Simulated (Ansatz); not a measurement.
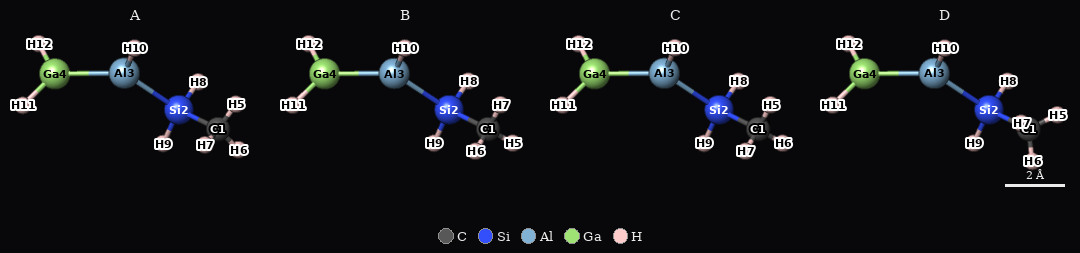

4 geometries from a converged minimum-energy path of CH₈AlGaSi, shuffled. The picture is a ball-and-stick view, seen from a free direction.

The calculation used RKS PBE/def2-SVP (Ansatz). Set-up: 7 movable images; climbing image; force threshold 0.03 eV/Å; iteration limit 29; starting path by image-dependent pair potential.

**One of them is the converged climbing image. Which?**

D. In order along the path, whose images run from 0 to 8: B (image 0, 0.000 eV), D (image 4, +0.064 eV), A (image 7, +0.008 eV), C (image 8, 0.000 eV). The motion is a rotation about the C1–Si2 bond by about 120°. No bond forms or breaks between the ends.

The run took 3.3 min on 2 threads of Intel(R) Xeon(R) Processor @ 2.50GHz (Skylake/Cascade Lake), on a shared host, peak memory 0.18 GiB.
